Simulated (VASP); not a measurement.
Band structure of DyHo3 (space group Pm-3m). Computed with PBEsol GGA, VASP's PBE PAW potentials (set 64) (plane waves; VASP).

The 4f electrons are frozen in the core of the lanthanide potential, so 4f levels, which can set the real gap, and their magnetism are missing.

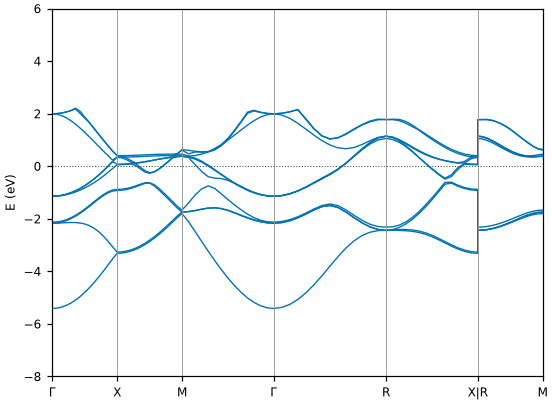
Figure: Bands along high-symmetry lines, zero at the valence-band maximum or, without a gap, the Fermi level

**Question.** Read the plot: is there a gap, and where are the band edges?

**Answer.** It has no gap at this level: it comes out as a metal or semimetal. (Edges off the drawn lines would not show.)

The structure comes from a computed database's DyHo3 entry (Pm-3m); how it stands against other phases isn't given here. It was relaxed first, which changed the volume by -6 %.
